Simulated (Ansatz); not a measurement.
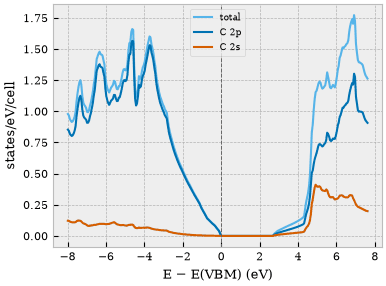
Fig. 1. Total and projected density of states of C in space group I4/mmm (No. 139; C on 8h), r²SCAN (plane waves, PAW; program Ansatz)

Question: Which orbitals carry the states next to the gap?

Answer: Top 1 eV of the valence band: C 2p 98 %. Bottom 1 eV of the conduction band: C 2p 60 %, C 2s 22 %, outside the projected shells 18 %. Projections are on Löwdin-orthogonalised atomic valence shells; empty p or d shells of many metals are not among them.

Question: Where is the tallest occupied peak in this window, and what makes it?

Answer: Near -4.6 eV, about 1.7 states/eV per cell; the largest projected share is C 2p.

The start of the workflow was typed in or built on a structure type; the Crystallography Open Database copy checked does not list it. It is not the phase usual at ambient conditions (space group No. 194, 227). The r²SCAN relaxation kept the symmetry of its start; whether a distortion lowers the energy is not shown.

Potentials: the earlier of the program's two PAW sets.
